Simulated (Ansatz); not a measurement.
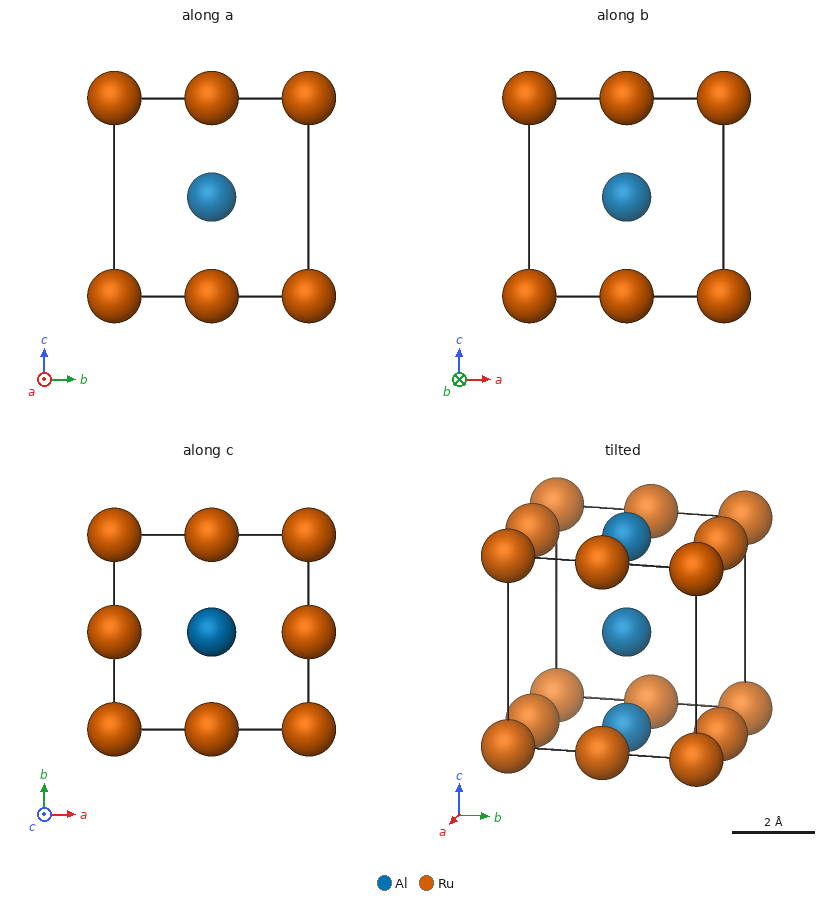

Structure drawing (spheres-only), viewed along the a axis, along the b axis, along the c axis and slightly off an axis. The frame is the conventional unit cell; atoms at its boundary are shown with their periodic copies.

Lattice parameters: a = 4.789 Å, b = 4.789 Å, c = 4.876 Å, α = 90.00°, β = 90.00°, γ = 90.00°.

Q: Transcribe the picture into a table of Wyckoff sites.

A: Space group P4/mmm (No. 123).
| atom | site | x | y | z |
| --- | --- | --- | --- | --- |
| Al | 1d | 0.5000 | 0.5000 | 0.5000 |
| Al | 1c | 0.5000 | 0.5000 | 0.0000 |
| Ru | 2f | 0.5000 | 0.0000 | 0.0000 |
| Ru | 1a | 0.0000 | 0.0000 | 0.0000 |

Starting structure: a structure type filled with these elements by a generator (whether the compound takes this form wasn't checked). Earlier steps of the study may have refined or changed the cell and positions. Ansatz was used for an electronic-structure calculation on it.
